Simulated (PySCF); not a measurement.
AlFI₂, SMILES [F][Al]([I])[I] at its PBE0/def2-SVP optimised geometry (Å):

```
4

Al    -0.2450     0.0005     0.0000
F      1.4120     0.0005     0.0000
I     -1.4120     2.1456     0.0000
I     -1.4091    -2.1456     0.0087
```

Calculation: PBE0/def2-TZVP, def2 effective core potentials past Kr run with PySCF 2.14.0. The core electrons that the potentials of I replace are not part of the density.

Map of the Laplacian of the electron density (e/bohr⁵) on the plane z = 1.0 Å:

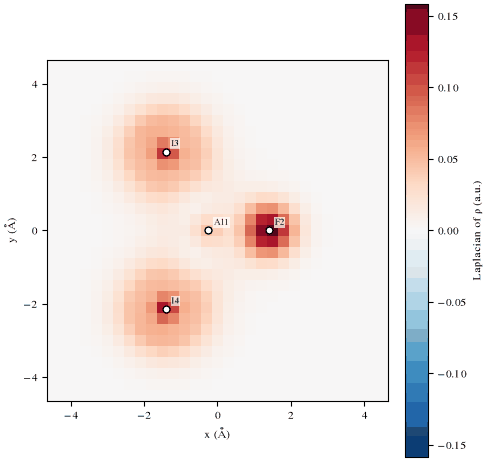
Figure: Laplacian of the electron density (e/bohr⁵) on the plane z = 1.0 Å.
